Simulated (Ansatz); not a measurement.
# GeNH2 (quartet): correlated methods under varied settings at distance Ge1–N2 = 2.397 Å

Aim: run GeNH2 (quartet) at one geometry under a spread of methods and options, and see what each costs and gives.

Method: the settings change from run to run; program: Ansatz 0.2.0, Gaussian basis.

32 further runs of the same task are left out: 4 for a known fault of the program, 3 for a mislabelled method, 17 that didn't finish, 8 set aside as unsound or not needed.

## Step 1: What is computed

The geometry derives from a PBE0/def2-TZVP stationary point (not a proven minimum). One bond is set to the value named and the two fragments are kept rigid. No spin-orbit coupling is included. The filled d shell of Ge may be among the frozen orbitals whatever the setting's name suggests; the logs give the count.

4 atoms, charge 0, spin multiplicity 4.

Atoms are counted from 1 here; the program's logs count them from 0.

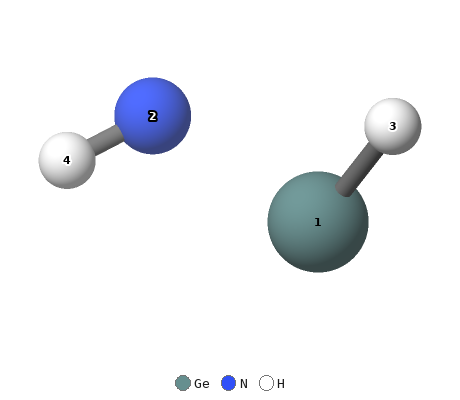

The structure; germanium teal, nitrogen blue, hydrogen white; atoms are numbered from 1 in the order of the file.

## Step 2: CCSDT on UHF/STO-3G

Input file in.yaml:

```yaml
crystal:
  periodic: [false, false, false]
  atoms:
    - {symbol: Ge, position_ang: [0.005629, 0.053443, 0.400301]}
    - {symbol: N, position_ang: [-0.089571, -0.214885, -1.979730]}
    - {symbol: H, position_ang: [0.287566, -1.309260, 1.100347]}
    - {symbol: H, position_ang: [0.551455, 0.443894, -2.438112]}
basis:
  gaussian: {orbitals: STO-3G}
magnetization: {spin_polarized: true, initial_magnetization: 3}
correlation: {method: ccsdt, electrons: outside_noble_gas}
accuracy: high
scf: {lower_state_search: off}
```

Started as:

```sh
ansatz run in.yaml --threads 1 --pin off --events-out ev --progress --plain --max-ram 2393MiB
```

The program printed, cut to the lines that bear on the results:

```text
Functional definition: HF
  name "HF"
  cite "Fock, Z. Phys. 61, 126 (1930) doi:10.1007/BF01340294"
  parent pbe
[...]
337 factors; integrals over basis functions are off by at most 1.6e-8 eV
[...]
mean field -57320.70710068 eV, -2106.4971325793 hartree, gradient 2.3e-8 eV, S^2 3.871942; 0 other end points of the search recorded, 0 dependent functions left out
15 core orbitals not correlated, not the lowest: weight in the atoms' cores, before any rotation towards them, 0.851 or more for the frozen orbitals, at most 0.244 for the correlated occupied ones
reference -57320.70710068 eV, -2106.4971325793 hartree; 7, 4 occupied and 3, 6 virtual orbitals, 337 factors
second order -1.00620881 eV of doubles, -0.00000000 eV of singles
cycle   1  -1.35898126 eV  change   -3.5e-1 eV  update   6.3e-2
[...]
cycle  39  -1.84409755 eV  change  -4.3e-10 eV  update   1.2e-9
Total energy: -57322.55119823 eV, -2106.5649019142 hartree
Checks for a lower state left out: stability, starts, cluster_reference, orbital_swaps, neighbouring_geometries, increment
```

Run time: 0.63 s. Hardware: 1 thread of Arm Neoverse V1, shared host.

From the report: ⟨S²⟩ of the determinant 3.872 (pure quartet: 3.75); correlation -1.8441 eV; T1 0.041; largest double amplitude 0.15.

## Step 3: HF/cc-pVDZ

Input file in.yaml:

```yaml
crystal:
  periodic: [false, false, false]
  atoms:
    - {symbol: Ge, position_ang: [0.005629, 0.053443, 0.400301]}
    - {symbol: N, position_ang: [-0.089571, -0.214885, -1.979730]}
    - {symbol: H, position_ang: [0.287566, -1.309260, 1.100347]}
    - {symbol: H, position_ang: [0.551455, 0.443894, -2.438112]}
basis:
  gaussian: {orbitals: cc-pVDZ}
magnetization: {spin_polarized: false, initial_magnetization: 3}
hamiltonian: {xc: hf}
output: {orbitals: {seedname: orbitals}}
```

Same command.

The program printed:

```text
Functional definition: HF
  name "HF"
  cite "Fock, Z. Phys. 61, 126 (1930) doi:10.1007/BF01340294"
  parent pbe
  exchange = exact_x
  correlation = 0
551 factors; integrals over basis functions are off by at most 1.1e-3 eV
mean field evaluation 1: about -57980.5068 eV, gradient 1.5e1 eV
mean field evaluation 2: about -57980.5084 eV, gradient 1.5e1 eV
mean field evaluation 4: about -57981.8703 eV, gradient 2.4e0 eV
mean field evaluation 8: about -57981.7768 eV, gradient 2.6e0 eV
mean field evaluation 16: about -57982.4973 eV, gradient 3.7e-5 eV
mean field evaluation 32: about -57968.0374 eV, gradient 4.6e1 eV
mean field evaluation 64: about -57974.3916 eV, gradient 8.8e0 eV
mean field -57982.49730951 eV, -2130.8174741763 hartree, gradient 5.9e-5 eV, S^2 3.750000; 2 other end points of the search recorded, 0 dependent functions left out
reference -57982.49730951 eV, -2130.8174741763 hartree; 22, 19 occupied and 29, 32 virtual orbitals, 551 factors
Total energy: -57982.49730951 eV, -2130.8174741763 hartree
```

Wall time 1.5 s (1 thread of Arm Neoverse V1, shared host).

## Step 4: NEVPT4(SD)(11,7)/6-31G

in.yaml, as its differences from that of step 3:

```diff
@@ -8,5 +8,4 @@
 basis:
-  gaussian: {orbitals: cc-pVDZ}
+  gaussian: {orbitals: 6-31G}
 magnetization: {spin_polarized: false, initial_magnetization: 3}
-hamiltonian: {xc: hf}
-output: {orbitals: {seedname: orbitals}}
+correlation: {method: fic_nevpt4_sd, electrons: outside_noble_gas, active_space: {window: {electrons: 11, orbitals: 7}}}
```

Same command.

The program printed:

```text
Functional definition: HF
  name "HF"
  cite "Fock, Z. Phys. 61, 126 (1930) doi:10.1007/BF01340294"
  parent pbe
  exchange = exact_x
  correlation = 0
447 factors; integrals over basis functions are off by at most 4.1e-4 eV
mean field evaluation 1: about -57971.6194 eV, gradient 1.5e1 eV
mean field evaluation 2: about -57971.6205 eV, gradient 1.5e1 eV
mean field evaluation 4: about -57972.9255 eV, gradient 2.2e0 eV
mean field evaluation 8: about -57972.7214 eV, gradient 3.8e0 eV
mean field evaluation 16: about -57973.5680 eV, gradient 9.5e-5 eV
mean field evaluation 32: about -57972.7811 eV, gradient 1.9e0 eV
mean field -57973.56804566 eV, -2130.4893297821 hartree, gradient 3.2e-6 eV, S^2 3.750000; 5 other end points of the search recorded, 0 dependent functions left out
reference -57973.56804566 eV, -2130.4893297821 hartree; 22, 19 occupied and 20, 23 virtual orbitals, 447 factors
state -57973.57207017 eV, -2130.4894776804 hartree
state -57973.57207017 eV, -2130.4894776804 hartree; corrected -57976.92767177 eV, -2130.6127937645 hartree
Total energy: -57976.92767177 eV, -2130.6127937645 hartree
```

It took 2 s on 1 thread of Arm Neoverse V1, shared host.

From the report: 35 determinants; active occupations 2.00, 2.00, 2.00, 2.00, 1.00, 1.00, 1.00.

## Step 5: CCSD on UHF/STO-3G

Input file in.yaml:

```yaml
crystal:
  periodic: [false, false, false]
  atoms:
    - {symbol: Ge, position_ang: [0.005629, 0.053443, 0.400301]}
    - {symbol: N, position_ang: [-0.089571, -0.214885, -1.979730]}
    - {symbol: H, position_ang: [0.287566, -1.309260, 1.100347]}
    - {symbol: H, position_ang: [0.551455, 0.443894, -2.438112]}
basis:
  gaussian: {orbitals: STO-3G}
magnetization: {spin_polarized: true, initial_magnetization: 3}
correlation: {method: ccsd, electrons: outside_noble_gas}
output: {forces: true}
```

Launched as before.

The program printed, cut to the lines that bear on the results:

```text
Functional definition: HF
  name "HF"
  cite "Fock, Z. Phys. 61, 126 (1930) doi:10.1007/BF01340294"
  parent pbe
[...]
263 factors; integrals over basis functions are off by at most 3.0e-5 eV
[...]
mean field -57320.70699359 eV, -2106.4971286438 hartree, gradient 3.0e-6 eV, S^2 3.871943; 2 other end points of the search recorded, 0 dependent functions left out
determinant -57320.70699359 eV, -2106.4971286438 hartree, with singles and doubles -57322.48377616 eV, -2106.5624241987 hartree
determinant -57318.90411476 eV, -2106.4308740689 hartree, with singles and doubles -57320.48757178 eV, -2106.4890650410 hartree
determinant -57317.57862410 eV, -2106.3821631856 hartree, with singles and doubles -57320.02981288 eV, -2106.4722427117 hartree
15 core orbitals not correlated, not the lowest: weight in the atoms' cores, before any rotation towards them, 0.851 or more for the frozen orbitals, at most 0.244 for the correlated occupied ones
reference -57320.70699359 eV, -2106.4971286438 hartree; 7, 4 occupied and 3, 6 virtual orbitals, 263 factors
second order -1.00620835 eV of doubles, -0.00000000 eV of singles
cycle   1  -1.77839612 eV  change   -1.6e-3 eV  update   6.3e-3
[...]
cycle  14  -1.80239972 eV  change   -1.7e-7 eV  update   5.5e-7
[...]
Total energy: -57322.50939331 eV, -2106.5633656117 hartree
Atom 0 at     0.005629     0.053443     0.400301 Å, force     0.354073    -1.032108    -1.348687 eV/Å
Atom 1 at    -0.089571    -0.214885    -1.979730 Å, force    -2.555094    -2.774386     3.319863 eV/Å
Atom 2 at     0.287566    -1.309260     1.100347 Å, force    -0.292940     1.073299    -0.716998 eV/Å
Atom 3 at     0.551455     0.443894    -2.438112 Å, force     2.493961     2.733194    -1.254178 eV/Å
Dipole moment:     0.137014     0.191514    -0.051140 e Å
```

Run time: 0.88 s. Hardware: 1 thread of Arm Neoverse V1, shared host.

From the report: ⟨S²⟩ of the determinant 3.872 (pure quartet: 3.75); correlation -1.8024 eV; T1 0.037; largest double amplitude 0.14.

## Step 6: HF/cc-pVDZ

in.yaml, as its differences from that of step 5:

```diff
@@ -8,5 +8,7 @@
 basis:
-  gaussian: {orbitals: STO-3G}
-magnetization: {spin_polarized: true, initial_magnetization: 3}
-correlation: {method: ccsd, electrons: outside_noble_gas}
-output: {forces: true}
+  gaussian: {orbitals: cc-pVDZ}
+magnetization: {spin_polarized: false, initial_magnetization: 3}
+hamiltonian: {xc: hf}
+accuracy: high
+scf: {lower_state_search: off}
+output: {orbitals: {seedname: orbitals}}
```

The command is unchanged.

The program printed:

```text
Functional definition: HF
  name "HF"
  cite "Fock, Z. Phys. 61, 126 (1930) doi:10.1007/BF01340294"
  parent pbe
  exchange = exact_x
  correlation = 0
these checks for a lower state are left out or cut short: stability, starts, cluster_reference, orbital_swaps, neighbouring_geometries, increment
1044 factors; integrals over basis functions are off by at most 4.4e-9 eV
mean field evaluation 1: about -57980.5030 eV, gradient 1.5e1 eV
mean field evaluation 2: about -57980.5075 eV, gradient 1.5e1 eV
mean field evaluation 4: about -57981.8705 eV, gradient 2.4e0 eV
mean field evaluation 8: about -57981.7771 eV, gradient 2.6e0 eV
mean field evaluation 16: about -57982.4974 eV, gradient 3.1e-5 eV
mean field -57982.49741368 eV, -2130.8174780043 hartree, gradient 1.7e-8 eV, S^2 3.750000; 0 other end points of the search recorded, 0 dependent functions left out
reference -57982.49741368 eV, -2130.8174780043 hartree; 22, 19 occupied and 29, 32 virtual orbitals, 1044 factors
Total energy: -57982.49741368 eV, -2130.8174780043 hartree
Checks for a lower state left out: stability, starts, cluster_reference, orbital_swaps, neighbouring_geometries, increment
```

Wall time 1.2 s (1 thread of Arm Neoverse V1, shared host).

## Step 7: CCSD(T)/STO-3G

in.yaml, as its differences from that of step 6:

```diff
@@ -8,7 +8,6 @@
 basis:
-  gaussian: {orbitals: cc-pVDZ}
+  gaussian: {orbitals: STO-3G}
 magnetization: {spin_polarized: false, initial_magnetization: 3}
-hamiltonian: {xc: hf}
+hamiltonian: {xc: {name: r2SCAN}}
+correlation: {method: ccsd_t, electrons: valence}
 accuracy: high
-scf: {lower_state_search: off}
-output: {orbitals: {seedname: orbitals}}
```

The command is unchanged.

The program printed, cut to the lines that bear on the results:

```text
Functional definition: r2SCAN
  name "r2SCAN"
  cite "Furness, Kaplan, Ning, Perdew & Sun, J. Phys. Chem. Lett. 11, 8208 (2020) doi:10.1021/acs.jpclett.0c02405"
  cite "Furness, Kaplan, Ning, Perdew & Sun, J. Phys. Chem. Lett. 11, 9248 (2020) doi:10.1021/acs.jpclett.0c03077"
  parent r2scan
[...]
337 factors; integrals over basis functions are off by at most 1.6e-8 eV
[...]
mean field -57364.08146288 eV, -2108.0911109900 hartree, gradient 2.5e-8 eV, S^2 3.750000; 7 other end points of the search recorded, 0 dependent functions left out
[...]
10 core orbitals not correlated: weight in the atoms' cores, before any rotation towards them, 1.000 or more for the frozen orbitals, at most 0.000 for the correlated occupied ones
reference -57318.14018417 eV, -2106.4028001373 hartree; 12, 9 occupied and 3, 6 virtual orbitals, 337 factors
second order -2.06444908 eV of doubles, -0.99320764 eV of singles
cycle   1  -3.51238386 eV  change   -7.5e-1 eV  update   1.2e-1
[...]
cycle  39  -4.35505042 eV  change   8.6e-10 eV  update   1.0e-9
perturbative correction -0.05211414 eV, -0.0019151592 hartree
WARN: these amplitudes may be one of several solutions (largest doubles amplitude 0.16, level shift 2.11 eV)
Total energy: -57322.54734873 eV, -2106.5647604476 hartree
```

It took 12 s on 1 thread of Arm Neoverse V1, shared host.

From the report: correlation -4.4072 eV; T1 0.072; largest double amplitude 0.16. The orbitals are Kohn-Sham ones, so correlation energy and T1 don't compare with those on Hartree-Fock orbitals. The report flags that the cluster equations may have other roots.

## Step 8: MP2 on UHF/def2-SVP

Input file in.yaml:

```yaml
crystal:
  periodic: [false, false, false]
  atoms:
    - {symbol: Ge, position_ang: [0.005629, 0.053443, 0.400301]}
    - {symbol: N, position_ang: [-0.089571, -0.214885, -1.979730]}
    - {symbol: H, position_ang: [0.287566, -1.309260, 1.100347]}
    - {symbol: H, position_ang: [0.551455, 0.443894, -2.438112]}
basis:
  gaussian: {orbitals: def2-SVP}
magnetization: {spin_polarized: true, initial_magnetization: 3}
correlation: {method: mp2, electrons: outside_noble_gas}
scf: {lower_state_search: off}
```

The command is unchanged.

The program printed, cut to the lines that bear on the results:

```text
Functional definition: HF
  name "HF"
  cite "Fock, Z. Phys. 61, 126 (1930) doi:10.1007/BF01340294"
  parent pbe
[...]
562 factors; integrals over basis functions are off by at most 1.3e-3 eV
[...]
mean field -57975.14479382 eV, -2130.5472742083 hartree, gradient 2.4e-6 eV, S^2 3.859135; 0 other end points of the search recorded, 0 dependent functions left out
15 core orbitals not correlated: weight in the atoms' cores, before any rotation towards them, 1.000 or more for the frozen orbitals, at most 0.000 for the correlated occupied ones
reference -57975.14479382 eV, -2130.5472742083 hartree; 7, 4 occupied and 34, 37 virtual orbitals, 562 factors
second order -4.74726810 eV of doubles, -0.00000000 eV of singles
Total energy: -57979.89206192 eV, -2130.7217330933 hartree
Checks for a lower state left out: stability, starts, cluster_reference, orbital_swaps, neighbouring_geometries, increment
```

Wall time 0.57 s (1 thread of Arm Neoverse V1, shared host).

From the report: ⟨S²⟩ of the determinant 3.859 (pure quartet: 3.75).

## Step 9: BCCD(T) on ROHF/STO-3G

in.yaml, as its differences from that of step 8:

```diff
@@ -8,5 +8,4 @@
 basis:
-  gaussian: {orbitals: def2-SVP}
-magnetization: {spin_polarized: true, initial_magnetization: 3}
-correlation: {method: mp2, electrons: outside_noble_gas}
-scf: {lower_state_search: off}
+  gaussian: {orbitals: STO-3G}
+magnetization: {spin_polarized: false, initial_magnetization: 3}
+correlation: {method: bccd_t, electrons: outside_noble_gas, diis_vectors: 2}
```

The command is unchanged.

The program printed, cut to the lines that bear on the results:

```text
Functional definition: HF
  name "HF"
  cite "Fock, Z. Phys. 61, 126 (1930) doi:10.1007/BF01340294"
  parent pbe
[...]
263 factors; integrals over basis functions are off by at most 3.0e-5 eV
[...]
mean field -57320.40175887 eV, -2106.4859114745 hartree, gradient 1.4e-6 eV, S^2 3.750000; 3 other end points of the search recorded, 0 dependent functions left out
determinant -57320.40175887 eV, -2106.4859114745 hartree, with singles and doubles -57322.47237696 eV, -2106.5620052861 hartree
determinant -57318.76531247 eV, -2106.4257731788 hartree, with singles and doubles -57320.47703235 eV, -2106.4886777241 hartree
15 core orbitals not correlated, not the lowest: weight in the atoms' cores, before any rotation towards them, 0.771 or more for the frozen orbitals, at most 0.338 for the correlated occupied ones
reference -57320.40175887 eV, -2106.4859114745 hartree; 7, 4 occupied and 3, 6 virtual orbitals, 263 factors
second order -1.06740248 eV of doubles, -0.09624451 eV of singles
cycle   1  -2.14890885 eV  change   -7.8e-2 eV  update   4.1e-2
[...]
cycle  20  -2.09911560 eV  change    4.6e-7 eV  update   2.8e-6
perturbative correction -0.02577238 eV, -0.0009471176 hartree
Total energy: -57322.52664685 eV, -2106.5639996677 hartree
```

Run time: 0.75 s. Hardware: 1 thread of Arm Neoverse V1, shared host.

From the report: correlation -2.1249 eV; largest double amplitude 0.14.

## Step 10: BCCD on UHF/cc-pVDZ

in.yaml, as its differences from that of step 9:

```diff
@@ -8,4 +8,6 @@
 basis:
-  gaussian: {orbitals: STO-3G}
-magnetization: {spin_polarized: false, initial_magnetization: 3}
-correlation: {method: bccd_t, electrons: outside_noble_gas, diis_vectors: 2}
+  gaussian: {orbitals: cc-pVDZ, fitting: {mean_field: def2-universal-jkfit}}
+magnetization: {spin_polarized: true, initial_magnetization: 3}
+correlation: {method: bccd, electrons: outside_noble_gas}
+scf: {lower_state_search: off}
+output: {forces: true}
```

The command is unchanged.

The program printed, cut to the lines that bear on the results:

```text
Functional definition: HF
  name "HF"
  cite "Fock, Z. Phys. 61, 126 (1930) doi:10.1007/BF01340294"
  parent pbe
[...]
379 factors; integrals over basis functions are off by at most 4.0e-1 eV
[...]
mean field -57982.89132827 eV, -2130.8319540987 hartree, gradient 2.9e-6 eV, S^2 3.856883; 0 other end points of the search recorded, 0 dependent functions left out
15 core orbitals not correlated: weight in the atoms' cores, before any rotation towards them, 1.000 or more for the frozen orbitals, at most 0.000 for the correlated occupied ones
reference -57982.89132827 eV, -2130.8319540987 hartree; 7, 4 occupied and 29, 32 virtual orbitals, 379 factors
second order -4.73669029 eV of doubles, -0.00000000 eV of singles
cycle   1  -5.49796860 eV  change   -7.6e-1 eV  update   7.7e-2
[...]
cycle  22  -5.86647965 eV  change   -6.5e-8 eV  update   5.9e-7
[...]
Total energy: -57988.75780793 eV, -2131.0475432495 hartree
Atom 0 at     0.005629     0.053443     0.400301 Å, force    -0.028849     0.539821    -1.014600 eV/Å
Atom 1 at    -0.089571    -0.214885    -1.979730 Å, force    -0.510130    -0.737975     1.197117 eV/Å
Atom 2 at     0.287566    -1.309260     1.100347 Å, force     0.025067    -0.473567     0.050910 eV/Å
Atom 3 at     0.551455     0.443894    -2.438112 Å, force     0.513912     0.671721    -0.233427 eV/Å
Dipole moment:     0.157201     0.166957    -0.179738 e Å
Checks for a lower state left out: starts, cluster_reference, orbital_swaps, neighbouring_geometries, increment
```

It took 3.9 s on 1 thread of Arm Neoverse V1, shared host.

From the report: ⟨S²⟩ of the determinant 3.857 (pure quartet: 3.75); correlation -5.8665 eV; largest double amplitude 0.07.

## Step 11: All runs side by side

Where basis and cores are those of an earlier UCCSDT(Q)/cc-pVDZ run (-57988.9900 eV), and the state is the same kind, the miss against it is given. † marks a result that the program doubts.

| level | correlated | functions | energy (eV) | from UCCSDT(Q) (meV) | time |
| --- | --- | --- | --- | --- | --- |
| CCSDT on UHF/STO-3G | outside noble gas | 25 | -57322.5512 |  | 0.63 s |
| HF/cc-pVDZ |  | 51 | -57982.4973 | 6492.7 | 1.5 s |
| NEVPT4(SD)(11,7)/6-31G | outside noble gas | 42 | -57976.9277 |  | 2 s |
| CCSD on UHF/STO-3G | outside noble gas | 25 | -57322.5094 |  | 0.88 s |
| HF/cc-pVDZ |  | 51 | -57982.4974 | 6492.5 | 1.2 s |
| CCSD(T)/STO-3G (on r2SCAN orbitals) † | valence | 25 | -57322.5473 |  | 12 s |
| MP2 on UHF/def2-SVP | outside noble gas | 56 | -57979.8921 |  | 0.57 s |
| BCCD(T) on ROHF/STO-3G | outside noble gas | 25 | -57322.5266 |  | 0.75 s |
| BCCD on UHF/cc-pVDZ | outside noble gas | 51 | -57988.7578 | 232.2 | 3.9 s |

## Step 12: Results

| quantity | value |
| --- | --- |
| runs | 9 |
| quickest | MP2 on UHF/def2-SVP, 0.57 s |
| slowest | CCSD(T)/STO-3G (on r2SCAN orbitals) †, 12 s |

Total energies in different bases, with other cores or another treatment of relativity can't be set against each other. CCSD(T)/STO-3G (on r2SCAN orbitals) † took 22 times as long as MP2 on UHF/def2-SVP; the jobs differ in more than the method. Hartree-Fock, CASSCF and CASCI lack dynamic correlation by design.
